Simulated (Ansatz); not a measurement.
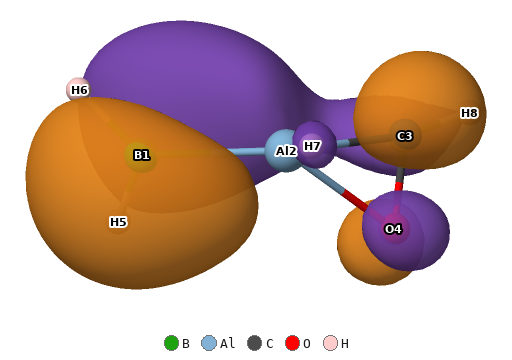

The picture shows: CH4AlBO. The LUMO at ±0.1 Å⁻³ᐟ² (orange and purple are the two phases), seen from one side.

Geometry: PBE0-D4/def2-TZVP.

All numbers below come from RKS PBE0-D4/def2-TZVPP (Ansatz 0.2.0).

```xyz
8

B    -1.4153    1.0222    0.0904
Al    0.4892    0.2057    0.5255
C     1.1966   -1.0639   -0.7713
O     0.6426   -1.7306    0.1247
H    -2.4095    0.3537    0.0261
H    -1.5792    2.1895   -0.1334
H     1.5025    0.5903    1.6826
H     1.6653   -1.6241   -1.6002
```

Question: What is the character of this orbital?

Answer: It lies mainly on B1 (about 50 %), Al2 (about 20 %), C3 (about 15 %) and O4 (about 5 %). Its energy is −2.48 eV.
